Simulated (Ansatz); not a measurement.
System: F₂H₄NOSi···H₃Si···HF.

Input

```
crystal:
  periodic: [false, false, false]
  atoms:
    - {symbol: Si, position_ang: [0.178087, 0.135430, -0.242343]}
    - {symbol: Si, position_ang: [-1.890931, -0.610492, 1.092018]}
    - {symbol: F, position_ang: [-0.141984, -0.905278, -1.461739]}
    - {symbol: F, position_ang: [0.772349, 0.948520, 1.067822]}
    - {symbol: O, position_ang: [-0.596221, 1.425746, -0.944318]}
    - {symbol: H, position_ang: [2.343616, -0.576699, -1.200563]}
    - {symbol: N, position_ang: [1.928493, 0.338823, -1.056663]}
    - {symbol: H, position_ang: [-0.124689, -1.257243, 0.915137]}
    - {symbol: F, position_ang: [0.961698, -1.462694, 0.663108]}
    - {symbol: H, position_ang: [-2.263208, 0.717658, 1.647856]}
    - {symbol: H, position_ang: [-1.953412, -1.582692, 2.227122]}
    - {symbol: H, position_ang: [-2.888053, -1.032887, 0.077506]}
    - {symbol: H, position_ang: [-0.678740, 2.174958, -0.351360]}
    - {symbol: H, position_ang: [2.542176, 0.898760, -0.473978]}
    - {symbol: H, position_ang: [1.810919, 0.788289, -1.959705]}
basis:
  gaussian: {orbitals: def2-TZVPP}
hamiltonian: {xc: pbe0, dispersion: d4}
output: {orbitals: {seedname: orbitals}}
```

Launched as:

```sh
ansatz run in.yaml --threads 4 --pin off --events-out ev --progress --plain --max-ram 66560MiB --backend cuda --devices 0, --max-vram 37GiB
```

A transition-state structure; geometry: PBE0-D4/def2-TZVP.

Level of theory: RKS PBE0-D4/def2-TZVPP (Ansatz).

Q: What will maps of the electron density and electron localisation function show?

A: Si–F (1.63 Å): the density is about 1.1 e/Å³ at the midpoint; the ELF peaks at about 0.85 in the valence shell of F, 0.6 Å from its nucleus, and is about 0.55 at the midpoint.
Si–O (1.66 Å): ρ is about 1.2 e/Å³ halfway; the ELF peaks at about 0.90 between the atoms; a polar covalent bond.
O–H (0.96 Å): the density is about 3.8 e/Å³ at the midpoint; the ELF climbs to about 1 towards the hydrogen, as it does in any bond to H; a covalent bond by its length.

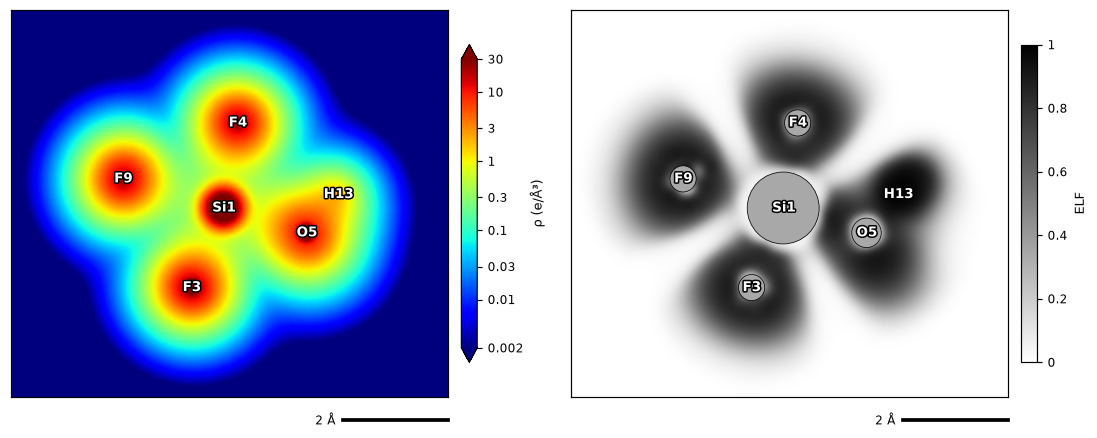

Computed electron density and electron localisation function on the plane of atoms F3, Si1 and O5, in this order. Grey discs cover the atomic cores in the ELF map. 
